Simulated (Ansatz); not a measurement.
Run report: Si4H9F, geometry relaxation

The run: geometry relaxation of Si4H9F. Method and program: RKS PBE0-D4/def2-TZVP (Ansatz 0.2.0).

Figures and captions count atoms from 1; the log counts them from 0 in places.

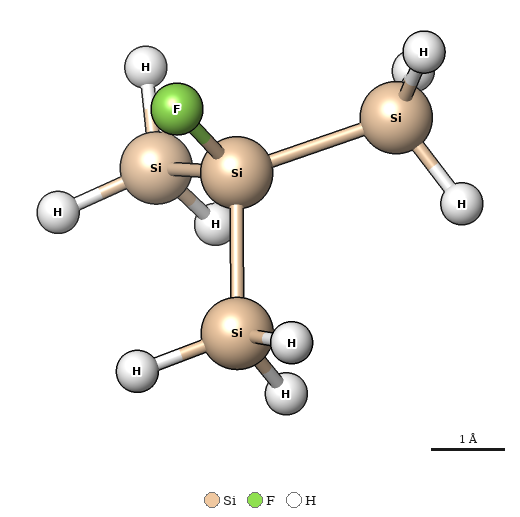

Fig. 1: The structure as given in the input (ball-and-stick view, seen at a tilt). Bond lengths as drawn: F–Si 1.63 Å, H–Si 1.48 to 1.50 Å and Si–Si 2.34 to 2.35 Å.

Summary

```csv
quantity,value
outcome,converged
total energy,−34361.8068 eV
mean-field energy,−34361.4734 eV
dispersion energy,−0.3333 eV
SCF solution under orbital rotations,stable
largest force (length of the vector) at the end,0.004 eV/Å
dipole moment,1.02 D
hardware,"4 CPU threads, shared host"
wall time,26 s (CPU time 40 s)
peak memory,0.97 GiB
```

The input
```yaml
crystal:
  periodic: [false, false, false]
  atoms:
    - {symbol: Si, position_ang: [-0.057196, 0.052013, 0.671367]}
    - {symbol: Si, position_ang: [2.184829, -0.161596, 0.024782]}
    - {symbol: Si, position_ang: [-1.342661, 0.822952, -1.130374]}
    - {symbol: Si, position_ang: [-0.176020, 1.584059, 2.445028]}
    - {symbol: F, position_ang: [-0.600974, -1.372971, 1.235317]}
    - {symbol: H, position_ang: [2.617413, 1.152899, -0.526003]}
    - {symbol: H, position_ang: [3.067023, -0.505429, 1.173470]}
    - {symbol: H, position_ang: [2.367550, -1.196572, -1.029757]}
    - {symbol: H, position_ang: [-1.678847, 2.257645, -0.871375]}
    - {symbol: H, position_ang: [-0.605296, 0.777999, -2.418158]}
    - {symbol: H, position_ang: [-2.629073, 0.085163, -1.226144]}
    - {symbol: H, position_ang: [-1.584675, 1.820794, 2.863519]}
    - {symbol: H, position_ang: [0.602436, 1.126615, 3.628392]}
    - {symbol: H, position_ang: [0.398723, 2.872785, 1.967634]}
basis:
  gaussian: {orbitals: def2-TZVP}
hamiltonian: {xc: pbe0, dispersion: d4}
relax: {f_tol: 0.005, max_steps: 200}
```

Launched with:
```bash
ansatz run in.yaml --threads 4 --pin off --events-out ev --progress --plain --max-ram 66560MiB --backend cuda --devices 0, --max-vram 37GiB
```

What the program printed
```
Functional definition: PBE0
  name "PBE0"
  cite "Adamo & Barone, J. Chem. Phys. 110, 6158 (1999) doi:10.1063/1.478522"
  cite "Perdew, Burke & Ernzerhof, Phys. Rev. Lett. 77, 3865 (1996) doi:10.1103/PhysRevLett.77.3865"
  parent pbe
  parameter a = 0.25
  parameter kappa = 0.804
  parameter beta = 0.06672455060314922
  exchange = (1 - a)*pbe_x(kappa = kappa, mu = beta*pi^2/3) + a*exact_x
  correlation = pbe_c(beta = beta)
1624 factors; their error is unknown
mean field evaluation 1: about -34359.5581 eV, gradient 3.2e1 eV
mean field evaluation 2: about -34358.0488 eV, gradient 4.9e1 eV
mean field evaluation 4: about -34361.2787 eV, gradient 1.4e0 eV
mean field evaluation 8: about -34361.4249 eV, gradient 1.8e-1 eV
mean field -34361.42495844 eV, -1262.7590762123 hartree, gradient 4.0e-5 eV, S^2 0.000000; 0 other end points of the search recorded, 0 dependent functions left out
the calculation of the forces begins
reference -34361.42500310 eV, -1262.7590778535 hartree; 37, 37 occupied and 196, 196 virtual orbitals, 1624 factors
relax step   1: F+E_penalty+E_count = -34361.75837748 eV  Δ(F+E_penalty+E_count) = +0.000e0 eV  max|allowed force component| = 3.315e-1 eV/Å  Δτ_max = 0.0000 Å  (25 SCF iters, accepted)
these checks for a lower state are left out or cut short: starts, cluster_reference, orbital_swaps, neighbouring_geometries, increment
1624 factors; their error is unknown
mean field evaluation 16: about -34361.0594 eV, gradient 8.6e0 eV
mean field -34361.40620634 eV, -1262.7583870853 hartree, gradient 2.7e-5 eV, S^2 0.000000; 0 other end points of the search recorded, 0 dependent functions left out
[... from here on the field's lines of each further geometry are left out, up to the last ...]
relax step   2: F+E_penalty+E_count = -34361.73994327 eV  Δ(F+E_penalty+E_count) = +1.843e-2 eV  max|allowed force component| = 5.391e-1 eV/Å  Δτ_max = 0.1960 Å  (29 SCF iters, rejected (line search))
relax step   3: F+E_penalty+E_count = -34361.77708672 eV  Δ(F+E_penalty+E_count) = -1.871e-2 eV  max|allowed force component| = 4.756e-2 eV/Å  Δτ_max = 0.0978 Å  (29 SCF iters, accepted)
relax step   4: F+E_penalty+E_count = -34361.78150043 eV  Δ(F+E_penalty+E_count) = -4.414e-3 eV  max|allowed force component| = 1.830e-2 eV/Å  Δτ_max = 0.1000 Å  (28 SCF iters, accepted)
relax step   5: F+E_penalty+E_count = -34361.78424412 eV  Δ(F+E_penalty+E_count) = -2.744e-3 eV  max|allowed force component| = 1.617e-1 eV/Å  Δτ_max = 0.1464 Å  (27 SCF iters, accepted)
relax step   6: F+E_penalty+E_count = -34361.78722822 eV  Δ(F+E_penalty+E_count) = -2.984e-3 eV  max|allowed force component| = 1.220e-1 eV/Å  Δτ_max = 0.0346 Å  (28 SCF iters, accepted)
relax step   7: F+E_penalty+E_count = -34361.79313755 eV  Δ(F+E_penalty+E_count) = -5.909e-3 eV  max|allowed force component| = 1.210e-1 eV/Å  Δτ_max = 0.1532 Å  (27 SCF iters, accepted)
relax step   8: F+E_penalty+E_count = -34361.79414008 eV  Δ(F+E_penalty+E_count) = -1.003e-3 eV  max|allowed force component| = 2.565e-1 eV/Å  Δτ_max = 0.1695 Å  (27 SCF iters, accepted)
relax step   9: F+E_penalty+E_count = -34361.79912523 eV  Δ(F+E_penalty+E_count) = -4.985e-3 eV  max|allowed force component| = 1.202e-1 eV/Å  Δτ_max = 0.0290 Å  (29 SCF iters, accepted)
relax step  10: F+E_penalty+E_count = -34361.80298413 eV  Δ(F+E_penalty+E_count) = -3.859e-3 eV  max|allowed force component| = 2.847e-2 eV/Å  Δτ_max = 0.0792 Å  (28 SCF iters, accepted)
relax step  11: F+E_penalty+E_count = -34361.80424606 eV  Δ(F+E_penalty+E_count) = -1.262e-3 eV  max|allowed force component| = 9.396e-2 eV/Å  Δτ_max = 0.1268 Å  (28 SCF iters, accepted)
relax step  12: F+E_penalty+E_count = -34361.80520096 eV  Δ(F+E_penalty+E_count) = -9.549e-4 eV  max|allowed force component| = 9.292e-2 eV/Å  Δτ_max = 0.0338 Å  (28 SCF iters, accepted)
relax step  13: F+E_penalty+E_count = -34361.80591014 eV  Δ(F+E_penalty+E_count) = -7.092e-4 eV  max|allowed force component| = 6.662e-2 eV/Å  Δτ_max = 0.0308 Å  (28 SCF iters, accepted)
relax step  14: F+E_penalty+E_count = -34361.80633733 eV  Δ(F+E_penalty+E_count) = -4.272e-4 eV  max|allowed force component| = 3.973e-2 eV/Å  Δτ_max = 0.0540 Å  (27 SCF iters, accepted)
relax step  15: F+E_penalty+E_count = -34361.80647894 eV  Δ(F+E_penalty+E_count) = -1.416e-4 eV  max|allowed force component| = 2.515e-2 eV/Å  Δτ_max = 0.0547 Å  (27 SCF iters, accepted)
relax step  16: F+E_penalty+E_count = -34361.80656797 eV  Δ(F+E_penalty+E_count) = -8.903e-5 eV  max|allowed force component| = 1.083e-2 eV/Å  Δτ_max = 0.0044 Å  (23 SCF iters, accepted)
relax step  17: F+E_penalty+E_count = -34361.80663775 eV  Δ(F+E_penalty+E_count) = -6.977e-5 eV  max|allowed force component| = 1.028e-3 eV/Å  Δτ_max = 0.0100 Å  (23 SCF iters, accepted)
relax step  18: F+E_penalty+E_count = -34361.80669917 eV  Δ(F+E_penalty+E_count) = -6.142e-5 eV  max|allowed force component| = 1.118e-2 eV/Å  Δτ_max = 0.0210 Å  (28 SCF iters, accepted)
relax step  19: F+E_penalty+E_count = -34361.80671456 eV  Δ(F+E_penalty+E_count) = -1.539e-5 eV  max|allowed force component| = 6.400e-3 eV/Å  Δτ_max = 0.0139 Å  (28 SCF iters, accepted)
the calculation of the forces begins
reference -34361.47343320 eV, -1262.7608576269 hartree; 37, 37 occupied and 196, 196 virtual orbitals, 1624 factors
relax step  20: F+E_penalty+E_count = -34361.80672463 eV  Δ(F+E_penalty+E_count) = -1.007e-5 eV  max|allowed force component| = 3.526e-3 eV/Å  Δτ_max = 0.0076 Å  (23 SCF iters, accepted)
1624 factors; their error is unknown
mean field evaluation 160: about -34361.4734 eV, gradient 7.0e-4 eV
```

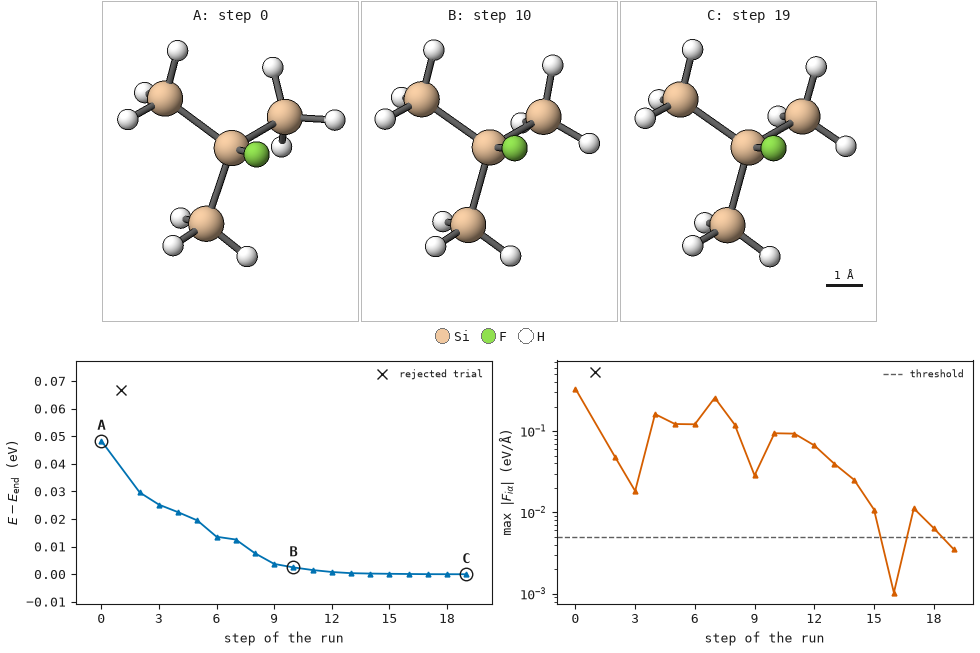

Fig. 2: Frames of the relaxation (ball-and-stick view, seen at a tilt) above the curves, on which the letters mark them (the first geometry is step 0 here and step 1 in the log).

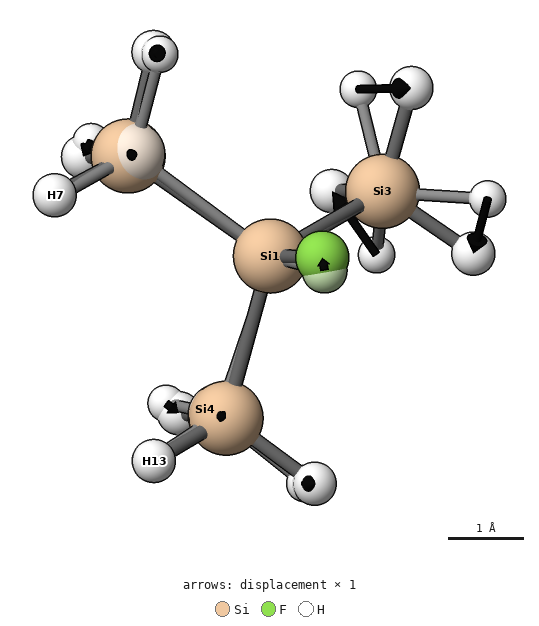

Fig. 3: Start (faint) and end (solid) with the displacements as black arrows, at true length (ball-and-stick view, seen at a tilt). The two geometries are laid on each other by the best rigid fit. H9 moves most after the best rigid fit: 1.05 Å. Largest moves by element: H 1.05 Å, F 0.18 Å, Si 0.14 Å. Among the contacts that change: Si3–H9 1.496 → 1.489 Å, Si1–F5 1.626 → 1.620 Å. Among the angles that change: Si3–Si1–F5 111.8° → 109.3°, Si4–Si1–F5 107.0° → 109.3°, H9–Si3–H10 106.9° → 108.9°. The energy falls by 0.048 eV in 19 geometry steps. Largest force component: 0.33 eV/Å at the start, 0.0035 eV/Å at the end. The line search rejected the trial step at point 1 (counted from 0) and went back. (Atoms are counted from 1 in the order of the input.)

```
mean field -34361.47338824 eV, -1262.7608559745 hartree, gradient 2.6e-5 eV, S^2 0.000000; 1 other end points of the search recorded, 0 dependent functions left out
the calculation of the forces begins
reference -34361.47343320 eV, -1262.7608576269 hartree; 37, 37 occupied and 196, 196 virtual orbitals, 1624 factors
Total energy: -34361.80676959 eV, -1262.7731075134 hartree
Atom 0 at    -0.019209     0.050133     0.661596 Å, force    -0.000652    -0.002471    -0.001274 eV/Å
Atom 1 at     2.235426    -0.022708     0.019619 Å, force     0.003526    -0.001134     0.000669 eV/Å
Atom 2 at    -1.322512     0.810913    -1.133788 Å, force    -0.000757    -0.000120     0.001820 eV/Å
Atom 3 at    -0.270305     1.495486     2.491430 Å, force    -0.000111     0.001809     0.001336 eV/Å
Atom 4 at    -0.505077    -1.436627     1.083544 Å, force     0.001973     0.003290    -0.001280 eV/Å
Atom 5 at     2.637331     1.360600    -0.357055 Å, force    -0.001637    -0.002548     0.000948 eV/Å
Atom 6 at     3.097962    -0.487550     1.138737 Å, force    -0.000940     0.000755    -0.002249 eV/Å
Atom 7 at     2.432472    -0.917842    -1.151876 Å, force    -0.000714     0.001501     0.002241 eV/Å
Atom 8 at    -0.840678     2.173904    -1.489549 Å, force    -0.000160    -0.000379     0.000353 eV/Å
Atom 9 at    -1.174799    -0.077165    -2.317677 Å, force    -0.000467     0.000545     0.000102 eV/Å
Atom 10 at    -2.759824     0.889674    -0.759635 Å, force     0.000174     0.000167    -0.000798 eV/Å
Atom 11 at    -1.692467     1.580461     2.918692 Å, force     0.001889    -0.000201    -0.000830 eV/Å
Atom 12 at     0.559081     1.051525     3.643563 Å, force    -0.001392     0.000860    -0.001503 eV/Å
Atom 13 at     0.185830     2.845551     2.060097 Å, force    -0.000732    -0.002073     0.000465 eV/Å
Dipole moment:     0.063018     0.195027    -0.055159 e Å
```

Trajectory as extended XYZ (Å, eV, eV/Å), 8 of the 20 frames kept, from step=1 to step=20
```
14
Properties=species:S:1:pos:R:3:forces:R:3 step=1 energy=-34361.75838
Si   -0.0572    0.0520    0.6714    0.1030  -0.1799   0.3315
Si    2.1848   -0.1616    0.0248    0.1130  -0.0616  -0.0402
Si   -1.3427    0.8230   -1.1304   -0.2131   0.3191   0.0326
Si   -0.1760    1.5841    2.4450   -0.0352   0.0926  -0.0002
F    -0.6010   -1.3730    1.2353    0.0281   0.1375  -0.2028
H     2.6174    1.1529   -0.5260   -0.0305   0.0149   0.0056
H     3.0670   -0.5054    1.1735   -0.0416   0.0155   0.0133
H     2.3676   -1.1966   -1.0298   -0.0460   0.0152   0.0014
H    -1.6788    2.2576   -0.8714    0.0656  -0.0967   0.0026
H    -0.6053    0.7780   -2.4182    0.0141  -0.1150  -0.0352
H    -2.6291    0.0852   -1.2261    0.0383  -0.0873  -0.0420
H    -1.5847    1.8208    2.8635    0.0043  -0.0108  -0.0155
H     0.6024    1.1266    3.6284    0.0018  -0.0347  -0.0440
H     0.3987    2.8728    1.9676   -0.0019  -0.0087  -0.0071
14
Properties=species:S:1:pos:R:3:forces:R:3 step=4 energy=-34361.78150
Si   -0.0311    0.0670    0.6873    0.0151   0.0147  -0.0046
Si    2.2058   -0.1410    0.0176    0.0018   0.0144   0.0063
Si   -1.3343    0.8413   -1.1133   -0.0045   0.0005  -0.0070
Si   -0.2037    1.5808    2.4684   -0.0018  -0.0008   0.0038
F    -0.5823   -1.3847    1.1461   -0.0048  -0.0172   0.0041
H     2.6364    1.1836   -0.5105   -0.0031  -0.0063   0.0044
H     3.0901   -0.5185    1.1525   -0.0005   0.0006  -0.0037
H     2.3355   -1.1556   -1.0620    0.0014   0.0004  -0.0034
H    -1.5471    2.3076   -0.9650    0.0076  -0.0111  -0.0098
H    -0.6653    0.5920   -2.4192   -0.0126  -0.0084   0.0095
H    -2.6530    0.1525   -1.1014    0.0034   0.0183   0.0020
H    -1.6220    1.8016    2.8592    0.0033  -0.0035  -0.0001
H     0.5648    1.1196    3.6556   -0.0052  -0.0008  -0.0029
H     0.3692    2.8702    1.9924   -0.0002  -0.0007   0.0014
14
Properties=species:S:1:pos:R:3:forces:R:3 step=6 energy=-34361.78723
Si   -0.0234    0.0694    0.6827    0.0320   0.0362  -0.0223
Si    2.2169   -0.1166    0.0160    0.0007   0.0250   0.0041
Si   -1.3306    0.8343   -1.1135   -0.0685   0.0294  -0.1220
Si   -0.2185    1.5664    2.4757   -0.0081  -0.0104   0.0082
F    -0.5638   -1.3907    1.1236   -0.0106  -0.0496   0.0263
H     2.6455    1.2186   -0.4876   -0.0047  -0.0129   0.0076
H     3.0978   -0.5112    1.1478   -0.0008   0.0012  -0.0062
H     2.3528   -1.1111   -1.0815    0.0022  -0.0002   0.0016
H    -1.4070    2.3259   -1.0650    0.0160  -0.1048  -0.0044
H    -0.7484    0.4327   -2.4303   -0.0519   0.0252   0.1097
H    -2.7084    0.2696   -1.0008    0.0905   0.0580  -0.0027
H    -1.6420    1.7702    2.8574    0.0071   0.0008   0.0006
H     0.5428    1.0936    3.6628   -0.0037   0.0029  -0.0019
H     0.3494    2.8652    2.0205   -0.0003  -0.0007   0.0013
14
Properties=species:S:1:pos:R:3:forces:R:3 step=9 energy=-34361.79912
Si   -0.0185    0.0558    0.6719   -0.0432  -0.0855   0.0236
Si    2.2300   -0.0689    0.0188    0.0081   0.0229  -0.0225
Si   -1.3332    0.8166   -1.1197   -0.0772   0.0719  -0.1202
Si   -0.2436    1.5265    2.4841    0.0032   0.0141  -0.0107
F    -0.5249   -1.4219    1.1080    0.0168   0.0445  -0.0176
H     2.6262    1.2874   -0.4507    0.0074   0.0006   0.0002
H     3.1138   -0.4649    1.1475   -0.0124   0.0010   0.0072
H     2.4050   -1.0345   -1.0989   -0.0064   0.0006   0.0041
H    -1.1311    2.2921   -1.2466    0.0035  -0.1011   0.0189
H    -0.9419    0.1782   -2.4117   -0.0183   0.0208   0.1013
H    -2.7829    0.5533   -0.8735    0.1199   0.0128   0.0130
H    -1.6691    1.7147    2.8644    0.0002  -0.0050  -0.0029
H     0.5181    1.0470    3.6681    0.0004  -0.0055  -0.0041
H     0.3154    2.8349    2.0462   -0.0019   0.0078   0.0098
14
Properties=species:S:1:pos:R:3:forces:R:3 step=12 energy=-34361.80520
Si   -0.0208    0.0427    0.6637    0.0494   0.0929  -0.0325
Si    2.2318   -0.0333    0.0136   -0.0007  -0.0114   0.0167
Si   -1.3253    0.8146   -1.1248   -0.0389   0.0116  -0.0188
Si   -0.2605    1.5025    2.4840   -0.0071  -0.0068   0.0076
F    -0.5077   -1.4398    1.0886   -0.0213  -0.0590   0.0171
H     2.6200    1.3324   -0.4348   -0.0081  -0.0027   0.0035
H     3.1029   -0.4328    1.1512    0.0093  -0.0004  -0.0062
H     2.4304   -0.9858   -1.1113    0.0010   0.0020   0.0000
H    -0.9459    2.2344   -1.3790   -0.0085  -0.0487   0.0077
H    -1.0838    0.0216   -2.3621   -0.0096   0.0190   0.0302
H    -2.7728    0.7534   -0.7785    0.0335   0.0107  -0.0226
H    -1.6888    1.6574    2.8694    0.0023  -0.0004   0.0014
H     0.5114    1.0199    3.6602    0.0003   0.0019   0.0002
H     0.2723    2.8292    2.0676   -0.0016  -0.0086  -0.0044
14
Properties=species:S:1:pos:R:3:forces:R:3 step=15 energy=-34361.80648
Si   -0.0165    0.0467    0.6597   -0.0024   0.0072   0.0057
Si    2.2377   -0.0199    0.0164    0.0037   0.0006  -0.0049
Si   -1.3254    0.8133   -1.1283   -0.0063   0.0083  -0.0245
Si   -0.2705    1.4901    2.4907   -0.0017  -0.0008   0.0059
F    -0.4999   -1.4412    1.0788   -0.0008  -0.0051   0.0035
H     2.6199    1.3546   -0.4095   -0.0004  -0.0022   0.0021
H     3.1119   -0.4346    1.1461   -0.0043  -0.0004  -0.0005
H     2.4406   -0.9526   -1.1241    0.0007   0.0009  -0.0008
H    -0.8519    2.1847   -1.4687   -0.0107  -0.0230   0.0032
H    -1.1707   -0.0618   -2.3227   -0.0055   0.0170   0.0177
H    -2.7646    0.8782   -0.7532    0.0252  -0.0020  -0.0058
H    -1.6989    1.6106    2.8882    0.0046  -0.0009  -0.0001
H     0.5222    1.0182    3.6574   -0.0007   0.0028  -0.0009
H     0.2294    2.8301    2.0768   -0.0013  -0.0024  -0.0006
14
Properties=species:S:1:pos:R:3:forces:R:3 step=17 energy=-34361.80664
Si   -0.0173    0.0483    0.6605    0.0003   0.0010  -0.0002
Si    2.2370   -0.0210    0.0169   -0.0010  -0.0002   0.0004
Si   -1.3243    0.8128   -1.1307    0.0005  -0.0004   0.0005
Si   -0.2701    1.4917    2.4917    0.0000  -0.0004  -0.0005
F    -0.5013   -1.4394    1.0808   -0.0002  -0.0001   0.0001
H     2.6245    1.3555   -0.3971    0.0004   0.0001   0.0008
H     3.1073   -0.4480    1.1448   -0.0001  -0.0010  -0.0001
H     2.4384   -0.9450   -1.1311   -0.0001   0.0005  -0.0006
H    -0.8525    2.1825   -1.4738   -0.0001   0.0001  -0.0002
H    -1.1704   -0.0630   -2.3228    0.0002  -0.0001   0.0000
H    -2.7621    0.8777   -0.7559   -0.0001  -0.0002  -0.0003
H    -1.6969    1.6037    2.8965    0.0001  -0.0004   0.0006
H     0.5315    1.0268    3.6550    0.0007   0.0005  -0.0003
H     0.2194    2.8339    2.0730   -0.0006   0.0005  -0.0002
14
Properties=species:S:1:pos:R:3:forces:R:3 step=20 energy=-34361.80673
Si   -0.0192    0.0501    0.6616   -0.0007  -0.0025  -0.0013
Si    2.2354   -0.0227    0.0196    0.0035  -0.0011   0.0007
Si   -1.3225    0.8109   -1.1338   -0.0008  -0.0001   0.0018
Si   -0.2703    1.4955    2.4914   -0.0001   0.0018   0.0013
F    -0.5051   -1.4366    1.0835    0.0020   0.0033  -0.0013
H     2.6373    1.3606   -0.3571   -0.0016  -0.0025   0.0009
H     3.0980   -0.4875    1.1387   -0.0009   0.0008  -0.0022
H     2.4325   -0.9178   -1.1519   -0.0007   0.0015   0.0022
H    -0.8407    2.1739   -1.4895   -0.0002  -0.0004   0.0004
H    -1.1748   -0.0772   -2.3177   -0.0005   0.0005   0.0001
H    -2.7598    0.8897   -0.7596    0.0002   0.0002  -0.0008
H    -1.6925    1.5805    2.9187    0.0019  -0.0002  -0.0008
H     0.5591    1.0515    3.6436   -0.0014   0.0009  -0.0015
H     0.1858    2.8456    2.0601   -0.0007  -0.0021   0.0005
```

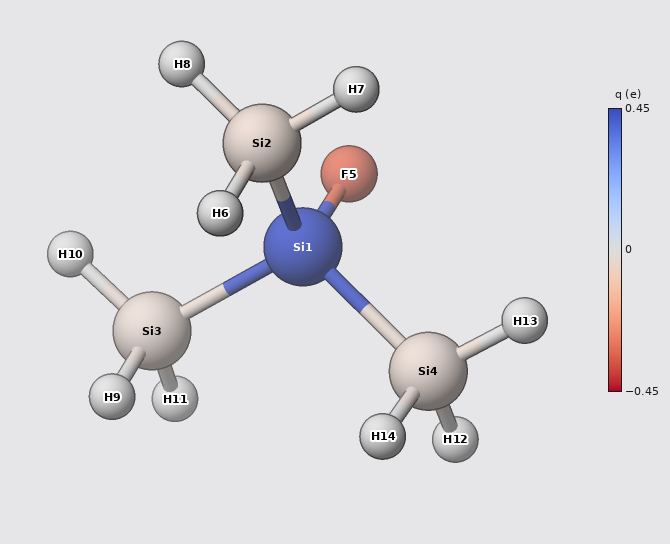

Fig. 4: Mulliken charges, as the colour of each atom (ball-and-stick view, seen at a tilt; atoms are numbered from 1 in the order of the input; Mulliken charges depend strongly on the basis). By element: Si −0.03 to +0.43, F −0.32 and H 0.00 e.
